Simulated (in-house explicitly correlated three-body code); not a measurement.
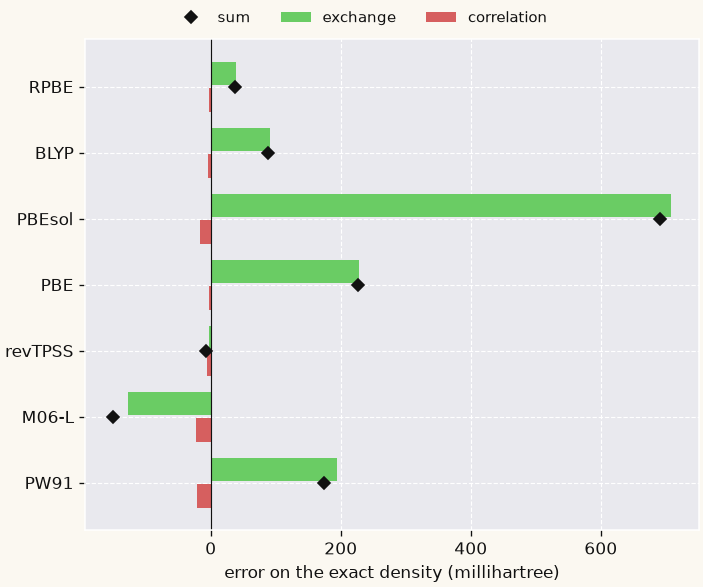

Two electrons around a point charge Z = 18.383. Computed variationally in 260 exponentially correlated functions with an in-house code, non-relativistic, converged to about 10⁻⁸ of the energy. The exact exchange and correlation energies are −11270 and −46.11 millihartree. The plot shows the errors of BLYP, M06-L, PBE, PBEsol, PW91, RPBE and revTPSS, evaluated on the exact density.

**Rank the functionals.**

By the size of the summed error (millihartree): revTPSS −7.9, RPBE +37, BLYP +88, M06-L −150, PW91 +174, PBE +226, PBEsol +691.
